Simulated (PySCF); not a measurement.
Input

```
{"job": {"kind": "nmr", "xc": "PBE0", "basis": "pcSseg-1"}, "charge": 0, "multiplicity": 1}
C      2.042917     0.056468    -0.188977
C      0.760632    -0.684584     0.037833
O      0.723505    -1.897732     0.228751
N     -0.412692    -0.042112     0.040642
Si    -1.588960    -1.359168     0.349248
Si    -0.649194     1.663596    -0.202995
H      2.874825    -0.641893    -0.143811
H      2.023151     0.538891    -1.163730
H      2.165892     0.824474     0.571584
H     -2.843544    -0.591134     0.341728
H     -1.378201    -1.886470     1.687063
H     -1.592634    -2.267701    -0.784911
H     -0.116821     2.017798    -1.522370
H     -2.083451     1.894525    -0.124581
H      0.070162     2.383031     0.852615
```

Launched as:

```sh
OMP_NUM_THREADS=1 python probes_run.py task.json out
```

Geometry: GFN2-xTB.

Theory: PBE0/pcSseg-1, SCF density, gas phase, non-relativistic (PySCF).

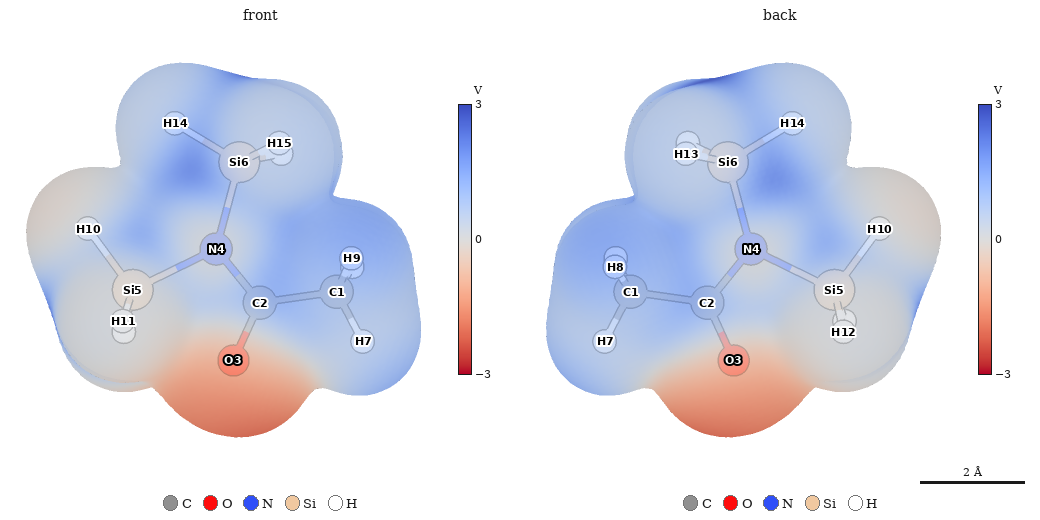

C2H9NOSi2 (SMILES CC(=O)N([SiH3])[SiH3]). The electrostatic potential painted on the density surface at 0.004 e/bohr³, seen from the front and from behind; red is negative and blue positive.

Describe the electrostatic potential map.

The most negative region (about −2.0 V, or −46 kcal/mol for a unit charge) lies over O3, the most positive (about +2.4 V, or +55 kcal/mol for a unit charge) over Si6. O3 is the likeliest acceptor of a hydrogen bond.
